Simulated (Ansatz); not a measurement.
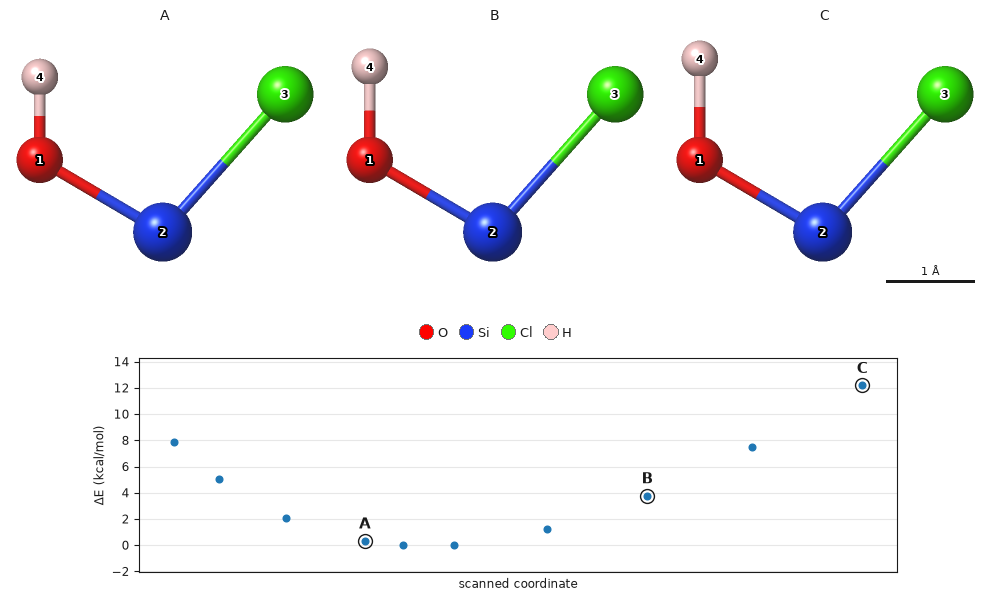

A scan of SiHOCl along one coordinate. Style: ball-and-stick. Shown face on.

Computed with Ansatz: PBE-D4, basis def2-TZVPP, on geometries moved rigidly from the minimum at PBE0-D4/def2-TZVP. Energies are counted from the PBE0-D4/def2-TZVP minimum geometry at the same level.

**Which coordinate changes from frame to frame?**

The O1–H4 distance is varied, with the rest of the molecule carried along rigidly. In the frames the distance is 0.947 Å (A), 1.065 Å (B), 1.155 Å (C). The lowest computed point lies at the distance 0.963 Å (0.0 kcal/mol). The end points stand at 7.9 kcal/mol (0.867 Å) and 12.2 kcal/mol (1.155 Å). The curvature at the lowest point is about 52 eV/Å² (8.3 mdyn/Å). The well is steeper on the short side, as for any bond.
